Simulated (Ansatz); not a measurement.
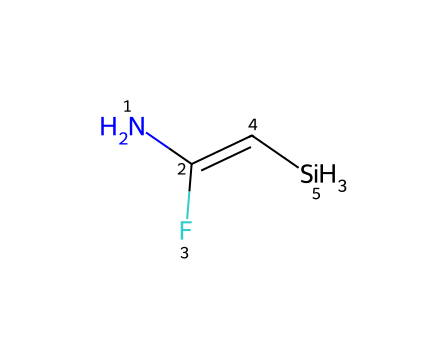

A structural formula, with wedges where it has stereocentres; small numbers name the atoms. The configuration is that of a computed structure (PBE0-D4/def2-TZVP).

### Give the R/S and E/Z labels.

C2=C4: Z.
